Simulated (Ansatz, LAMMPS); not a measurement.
**Glassy 57SiO2-27Al2O3-16BaO (mol %) (149 atoms): geometry optimisation**

How does glassy 57SiO2-27Al2O3-16BaO (mol %) (149 atoms) relax, and what do bonds, charges and levels look like afterwards?

Program: Ansatz 0.2.0. Level of theory: Kohn-Sham DFT, r2SCAN, PAW (set soft_2), plane waves. Results are calculated unless marked as measured.

**1. Starting point**

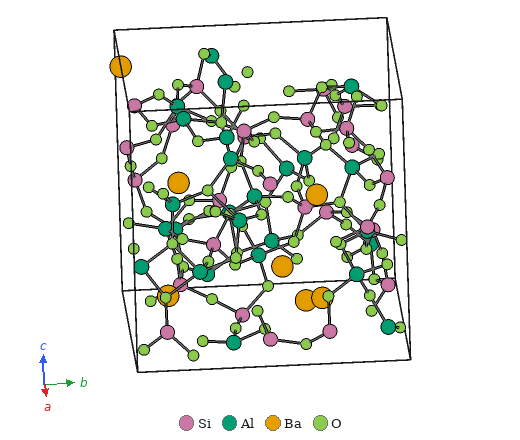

Start, viewed slightly off an axis; silicon pink, aluminium teal, barium orange, oxygen green. Bonds to atoms that aren't drawn are left out. Some periodic images of atoms are drawn too.

The cell holds 149 atoms: 25 Si, 24 Al, 7 Ba and 93 O. Cell: a = 12.287 Å, b = 12.287 Å, c = 12.287 Å, α = 90.0°, β = 90.0°, γ = 90.0°. 149 atoms (25 Si, 24 Al, 7 Ba, 93 O) placed at random at 3.4 g/cm³, melted at 4000 K for 10 ps at fixed volume with the Morse and Coulomb pair potential with partial charges (Pedone, Malavasi, Menziani, Cormack and Segre, J. Phys. Chem. B 110, 11780 (2006)). Quenched from 4000 K to 300 K at 25 K/ps and fixed volume, held 5 ps.

Before any run, some limits are plain. The quench rate of 25 K/ps far exceeds what a furnace or splat quench reaches, so expect more defects and frozen-in strain than in a real sample. The starting topology of bonds comes from the classical model. The Brillouin zone is sampled at Γ only, in a cell whose shortest periodic width is 12 Å. Spin–orbit coupling is left out, which matters for the levels of the heavy elements.

**2. Making the structure**

A classical potential makes the cell, at a small fraction of what the same run would cost in DFT.

This step: classical MD, Morse and Coulomb pair potential with partial charges (Pedone, Malavasi, Menziani, Cormack and Segre, J. Phys. Chem. B 110, 11780 (2006)) (LAMMPS 22 Jul 2025 - Update 4).

in.lmp

```
# melt-quench of Si25Al24Ba7O93
units metal
atom_style charge
boundary p p p
region box block 0 12.2866 0 12.2866 0 12.2866
create_box 4 box
mass 1 28.0850   # Si
mass 2 26.9815   # Al
mass 3 137.3270   # Ba
mass 4 15.9990   # O
create_atoms 1 random 25 254758 NULL overlap 1.5 maxtry 2000
create_atoms 2 random 24 254765 NULL overlap 1.5 maxtry 2000
create_atoms 3 random 7 254772 NULL overlap 1.5 maxtry 2000
create_atoms 4 random 93 254779 NULL overlap 1.5 maxtry 2000
pair_style hybrid/overlay pedone 5.5 coul/long 8.0
pair_coeff * * coul/long
pair_coeff 1 4 pedone 0.340554 2.006700 2.100000 1   # Si-O
pair_coeff 2 4 pedone 0.361581 1.900442 2.164818 0.9   # Al-O
pair_coeff 3 4 pedone 0.065011 1.547596 3.393410 5   # Ba-O
pair_coeff 4 4 pedone 0.042395 1.379316 3.618701 22   # O-O
set type 1 charge 2.4
set type 2 charge 1.8
set type 3 charge 1.2
set type 4 charge -1.2
kspace_style pppm 1.0e-4
neigh_modify delay 0 every 1 check yes
thermo_style custom step time temp pe press density
thermo_modify norm yes
timestep 0.002
thermo 100
min_style cg
minimize 1e-4 1e-4 200 2000
reset_timestep 0
velocity all create 4000 254759 mom yes dist gaussian
# [... 11 lines left out ...]
fix md all nvt temp 4000 300 0.2
run 74000 post no
unfix md
thermo 1250
fix md all nvt temp 300 300 0.2
run 2500 post no
unfix md
write_dump all custom glass.dump id type xs ys zs modify sort id
```

Launch:

```sh
> lmp -in in.lmp -log none -nocite
```

The program printed:

```text
LAMMPS (22 Jul 2025 - Update 4)
Created orthogonal box = (0 0 0) to (12.2866 12.2866 12.2866)
Created 25 atoms
Created 24 atoms
Created 7 atoms
Created 93 atoms
PPPM initialization ...
  G vector (1/distance) = 0.3917421
  grid = 15 15 15
  estimated relative force accuracy = 3.7697075e-05
   Step          Time           Temp          PotEng         Press         Density
         0   0              0              0.59154697     868014.45      3.4010196
        71   0.142          0             -14.824811      24522.475      3.4010196
Loop time of 0.0710835 s on 1 MPI rank(s) for 71 steps with 149 atoms
Minimization stats:
  Stopping criterion = energy tolerance
  Energy initial, next-to-last, final =
     0.591546965269635  -14.8234843264214  -14.8248110296817
  Force two-norm initial, final = 437.02012 3.0533661
  Iterations, force evaluations = 71 87
   Step          Time           Temp          PotEng         Press         Density
[... 7 lines left out ...]
      2499   4.998          3896.2119     -14.385348      81925.891      3.4010196
      3332   6.664          3896.7145     -14.325662      78739.269      3.4010196
      4165   8.33           3987.6714     -14.387715      82412.26       3.4010196
      4998   9.996          3842.4116     -14.420856      61106.341      3.4010196
      5831   11.662         3978.625      -14.403342      44720.684      3.4010196
[... 1 line left out ...]
Loop time of 3.3896 s on 1 MPI rank(s) for 5000 steps with 149 atoms
   Step          Time           Temp          PotEng         Press         Density
[... 11 lines left out ...]
     80000   160            300.27705     -15.020708      9308.4373      3.4010196
Loop time of 48.0522 s on 1 MPI rank(s) for 74000 steps with 149 atoms
   Step          Time           Temp          PotEng         Press         Density
     80000   160            300.27705     -15.020708      9308.4373      3.4010196
     81250   162.5          289.73163     -15.018944      13318.381      3.4010196
     82500   165            305.5265      -15.018707      13231.581      3.4010196
Loop time of 1.51287 s on 1 MPI rank(s) for 2500 steps with 149 atoms
```

It took 54 s on 1 thread of Arm Neoverse V2, shared host; peak memory 0.07 GiB.

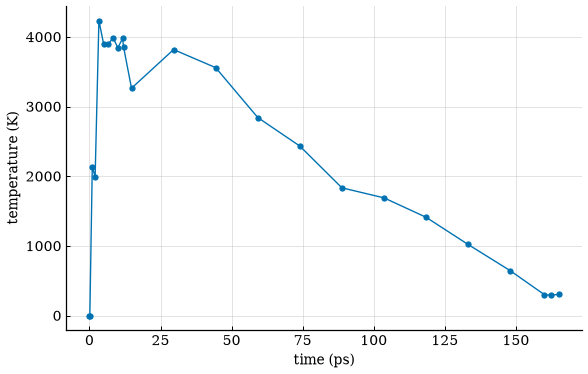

Temperature, plotted against time.

**3. Single point at the start**

A single point comes first, to see the forces before anything moves.

input.yaml

```yaml
crystal:
  lattice:
    - [12.2866, 0.0, 0.0]
    - [0.0, 12.2866, 0.0]
    - [0.0, 0.0, 12.2866]
  atoms:
    - { symbol: Si, position: [0.21333, 0.286, 0.8365] }
    - { symbol: Si, position: [0.81789, 0.80206, 0.84074] }
    - { symbol: Si, position: [0.35854, 0.01656, 0.66028] }
    - { symbol: Si, position: [0.41071, 0.9052, 0.31879] }
    - { symbol: Si, position: [0.87982, 0.49568, 0.06578] }
    - { symbol: Si, position: [0.50801, 0.65439, 0.44861] }
    - { symbol: Si, position: [0.52581, 0.43942, 0.75592] }
    - { symbol: Si, position: [0.31871, 0.19919, 0.11382] }
    - { symbol: Si, position: [0.99805, 0.85809, 0.51617] }
    - { symbol: Si, position: [0.27252, 0.82272, 0.75342] }
    - { symbol: Si, position: [0.17645, 0.05162, 0.47714] }
    - { symbol: Si, position: [0.99546, 0.50722, 0.69657] }
    - { symbol: Si, position: [0.97535, 0.70963, 0.11565] }
    - { symbol: Si, position: [0.61257, 0.31081, 0.35369] }
    - { symbol: Si, position: [0.29323, 0.35273, 0.42178] }
    - { symbol: Si, position: [0.93735, 0.11651, 0.12861] }
    - { symbol: Si, position: [0.28669, 0.45289, 0.65825] }
    - { symbol: Si, position: [0.04792, 0.20154, 0.64225] }
    - { symbol: Si, position: [0.43028, 0.41706, 0.0218] }
    - { symbol: Si, position: [0.04261, 0.7574, 0.75027] }
    - { symbol: Si, position: [0.21986, 0.7465, 0.3345] }
    - { symbol: Si, position: [0.60985, 0.67006, 0.81648] }
    - { symbol: Si, position: [0.32712, 0.95826, 0.07955] }
    - { symbol: Si, position: [0.76342, 0.9472, 0.62739] }
    - { symbol: Si, position: [0.61677, 0.0371, 0.90104] }
    - { symbol: Al, position: [0.83354, 0.0339, 0.35089] }
    - { symbol: Al, position: [0.13842, 0.19507, 0.26943] }
    - { symbol: Al, position: [0.275, 0.66999, 0.56341] }
    - { symbol: Al, position: [0.89109, 0.39522, 0.52971] }
    - { symbol: Al, position: [0.09941, 0.90961, 0.16592] }
    - { symbol: Al, position: [0.14869, 0.54634, 0.21212] }
    - { symbol: Al, position: [0.68495, 0.36998, 0.99787] }
    [... 111 atom lines left out ...]
    - { symbol: O, position: [0.90289, 0.62468, 0.04838] }
    - { symbol: O, position: [0.42594, 0.01135, 0.39233] }
    - { symbol: O, position: [0.70687, 0.99471, 0.3684] }
    - { symbol: O, position: [0.55632, 0.94437, 0.83951] }
    - { symbol: O, position: [0.91759, 0.4496, 0.18888] }
    - { symbol: O, position: [0.00357, 0.82692, 0.0911] }
kpoints:
  mp_grid: { grid: [1, 1, 1] }
hamiltonian:
  xc: r2scan
scf:
  occupations: { method: fixed }
output:
  forces: true
  stress: true
  populations: true
  dos:
    method: { smearing: { sigma: 0.08 } }
    de: 0.1
    projected: { site_lists: { Al: [Al], Ba: [Ba], O: [O], Si: [Si] } }
  eigenvalues: true
```

Launch:

```sh
> ansatz run input.yaml --threads 4 --pin off --max-ram 8192MiB --backend cpu --events-out ev --progress --plain --runs-dir out
```

The program printed:

```text
Engine: ansatz 0.2.0, aarch64-unknown-linux-gnu
Pseudopotentials: kind: paw
Pseudopotential: Si, paw, valence charge 4, recommended cutoff 500 eV (meta_gga), Si.paw.azcp
Pseudopotential: Al, paw, valence charge 3, recommended cutoff 500 eV (meta_gga), Al.paw.azcp
Pseudopotential: Ba, paw, valence charge 10, recommended cutoff 500 eV (meta_gga), Ba.paw.azcp
Pseudopotential: O, paw, valence charge 6, recommended cutoff 500 eV (meta_gga), O.paw.azcp
[... 6 lines on functional and potentials left out ...]
Crystal: 149 atoms, lattice volume = 1854.792 Å³
Basis set: ecut = 500 eV, 47089 PW (Γ), exchange–correlation on 360×360×360 points (64 copies of the dense FFT grid, shifted against one another)
Bands: 549, of which v1, the nominal top of the filled ones, is band 400 counted from 1 (399 counted from 0)
Symmetry: 1 space group operations
Space group: P1 (ITA 1), of the structure as read, at distance tolerance 1.2e-4 Å
k-points: 1
[... 13 lines on functional and potentials left out ...]
Initial density: superposition of atomic densities (neutral atoms: chi_scale 0, normalization atom), corrected by the library's trained network
Initial wavefunctions: pseudopotential atomic-orbital guess
Functional: x = r2scan, c = r2scan; τ floored in thin density (d = 2e-4 eV/Å³)
SCF iter   1: F=—  HF=-123774.650182 eV  |F-HF|=—  |Δ(HF+E_count)|=         —  Δρ=7.88e-3  dr2=1.29e0  dr2_τ=1.17e1  ethr=1.77e-3  ⟨swp⟩=5.0  Hψ=2141  notcnv=0  defer=146
preconditioner: auto → Resta (q_TF=auto, 2.372 Å⁻¹)  ε∞=3.1  [insulator: Δε(μ)=4.410 eV  Ē_g=16.648 eV  n_scr=436 (ndim 8)  ℏωp=24.2 eV  f_vac=0.061  ε∞_Penn≈3.1]
SCF iter   2: F=—  HF=-123779.337397 eV  |F-HF|=—  |Δ(HF+E_count)|=    4.69e0  Δρ=4.82e-3  dr2=3.03e-1  dr2_τ=2.90e-2  ethr=1.61e-4  ⟨swp⟩=3.0  Hψ=1029  notcnv=0  defer=147
SCF iter   3: F=—  HF=-123779.291006 eV  |F-HF|=—  |Δ(HF+E_count)|=   4.64e-2  Δρ=1.10e-3  dr2=2.13e-2  dr2_τ=3.42e-3  ethr=3.79e-5  ⟨swp⟩=3.0  Hψ=807  notcnv=0  defer=147
SCF iter   4: F=—  HF=-123779.288524 eV  |F-HF|=—  |Δ(HF+E_count)|=   2.48e-3  Δρ=4.55e-4  dr2=2.81e-3  dr2_τ=5.25e-4  ethr=2.66e-6  ⟨swp⟩=2.0  Hψ=722  notcnv=0  defer=147
SCF iter   5: F=—  HF=-123779.288224 eV  |F-HF|=—  |Δ(HF+E_count)|=   3.00e-4  Δρ=1.38e-4  dr2=3.42e-4  dr2_τ=3.46e-5  ethr=3.51e-7  ⟨swp⟩=2.0  Hψ=716  notcnv=0  defer=147
SCF iter   6: F=—  HF=-123779.288304 eV  |F-HF|=—  |Δ(HF+E_count)|=   8.05e-5  Δρ=5.58e-5  dr2=5.16e-5  dr2_τ=6.17e-6  ethr=4.28e-8  ⟨swp⟩=2.0  Hψ=804  notcnv=0  defer=147
SCF iter   7: F=—  HF=-123779.288877 eV  |F-HF|=—  |Δ(HF+E_count)|=   5.72e-4  Δρ=1.58e-5  dr2=4.66e-6  dr2_τ=5.92e-7  ethr=6.45e-9  ⟨swp⟩=2.0  Hψ=941  notcnv=0  defer=146
SCF iter   8: F=—  HF=-123779.288879 eV  |F-HF|=—  |Δ(HF+E_count)|=   2.10e-6  Δρ=5.42e-6  dr2=6.20e-7  dr2_τ=5.21e-8  ethr=5.82e-10  ⟨swp⟩=2.0  Hψ=804  notcnv=0  defer=146
SCF iter   9: F=-123779.288879 eV  HF=-123779.288879 eV  |F-HF|=7.49e-9  |Δ(HF+E_count)|=   1.86e-7  Δρ=2.32e-6  dr2=8.88e-8  dr2_τ=1.19e-8  ethr=1.25e-11  ⟨swp⟩=22.0  Hψ=4817  notcnv=0
SCF 1 converged in 9 iterations: F = -123779.288879 eV  dr2 = 8.88e-8
  greatest PAW one-centre occupation: 0.949 electrons in one spin orbital (limit 2), on the Ba atom at site 52 (counted from 0), in its partial waves of l = 0
SCF converged after 9 iterations
Free energy (F): -123779.288879 eV
Harris-Foulkes:  -123779.288879 eV  (|F-HF|=7.49e-9)
Internal energy: -123779.288879 eV  (E = F + TS)
E sigma→0 (E₀):  -123779.288879 eV
Fermi energy:    5.036115 eV
--- Per-component energies (eV) ---
  E_band       = -2524.480080
  E_kinetic    = 19717.680401
  E_local      = -45309.699487  (includes V_loc(G=0)·N_el)
  E_nonlocal   = 5625.080168
  E_hartree    = 16837.584266
  E_xc         = -10231.904460
  E_vxc        = -13081.517188  (∫ρ·V_xc dr)
  E_paw        = -76083.352880  (= ΣΔE_a)
  E_vpaw       = -3954.476513  (= ΣTr[D̂ρ^β])
  E_aug_tail   = 0.099181  (compensation charges beyond the density's cutoff)
  E_vtau       = 803.176919  (kinetic-family band-sum trace: ∫τ·v_τ [+ j·A + Jᵃ·Aᵃ] dr)
  E_ewald      = -34328.945057
  E_core_change = -5.831011  (= ΣΔE_core)
  E_smearing   = -0.000000  (= −TS)
  E_closure    = -0.000000  (closes the sum)
  Σ components = -123779.288879   (vs F -123779.288879, Δ=0.00e0)
--- Forces (eV/Å), atoms counted from 1 ---
  atom   1  Si    -4.74249484     0.72811884    -3.52778742
  atom   2  Si    -2.25905142    -0.01983352    -2.41180258
  atom   3  Si    -2.04750751    -1.38091054    -0.53131521
  atom   4  Si    -1.53563179     0.85865608    -1.21853623
  atom   5  Si    -0.41576981    -0.08673428     2.93481533
  atom   6  Si    -0.18593999    -2.69115050    -0.75897938
  atom   7  Si    -3.03528461     2.45332631    -1.94265423
  atom   8  Si     1.97592403     2.53009219     2.97715984
  atom   9  Si    -1.01202734     2.20770175     0.40362041
  atom  10  Si     2.41484761     0.16214185     0.77259783
  atom  11  Si    -3.83308079     1.26129993     1.93326671
  atom  12  Si    -3.19478359     2.72060571    -1.82067472
  atom  13  Si     0.40550201    -3.48548151     2.18112863
  atom  14  Si    -0.43178697     4.19298148    -1.93325339
[...]
atom 148  O     -1.23590285     0.83014651    -0.60466685
  atom 149  O      0.80486827     4.04745681    -1.82199135
  max |Σ_I F_I| component: 2.10e-4 eV/Å
--- Stress (GPa, compression-positive) ---
        5.234304       0.179163      -0.419122
        0.179200       4.411199       0.556310
       -0.419134       0.556308       5.490949
  P = ⅓ Tr σ = 5.0455 GPa (50.455 kbar)
--- Band table (eV) ---
  k-point 0: bands = ["-22.9569", "-22.6731", "-22.2662", "-21.8912", [... 533 levels ...], "15.2802", "15.2957", "15.3044", "15.3247", "15.3559", "15.3675", "15.3701", "15.3797", "15.4112", "15.4326", "15.4441", "15.4483"]
--- Löwdin populations: 149 sites ---
  site symbol       q [e]
     0     Si      2.1503
     1     Si      2.1899
     2     Si      2.1958
[...]
148      O      6.8759
  spilling = 0.011792 (of n_electrons = 800.000000)
```

Wall time 87 s (4 threads of Arm Neoverse V2, shared host); peak memory 5.4 GiB; 5.7 min of CPU time.

The column dr2 measures how far the density is from self-consistency, as an energy; F and HF (Harris–Foulkes) agree once it is small.

Numbers from this run:

- free energy: -123779.2889 eV
- free energy per atom: -830.7335 eV/atom
- SCF cycles: 9
- pressure: 5.045 GPa
- r.m.s. force component: 1.333 eV/Å
- longest force: 5.955 eV/Å
- Fermi energy: 5.036 eV
- gap (highest filled to lowest empty level): 4.133 eV
- spilling of the projection: 0.01179

The r.m.s. force component of 1.3 eV/Å and the pressure of 5.0 GPa set the starting point.

Length of the force by element:

| element | coordination | atoms | mean length of the force (eV/Å) | spread | least | most |
| --- | --- | --- | --- | --- | --- | --- |
| Al | all | 24 | 2.10 | 1.07 | 0.335 | 4.21 |
| Ba | all | 7 | 0.842 | 0.309 | 0.248 | 1.27 |
| O | all | 93 | 1.75 | 0.979 | 0.388 | 5.48 |
| Si | all | 25 | 3.18 | 1.05 | 1.61 | 5.96 |

(Part 1 of 3 ends here.)

[Logs are printed without paths, hosts, clocks, repeated set-up lines and the standing remarks that a program may print on its own settings, such as how far it seeks lower states.]

[Hosts, paths, dates, database ids (printed as entryN), source tags and the programs' standing remarks are cut or masked in the printed files.]
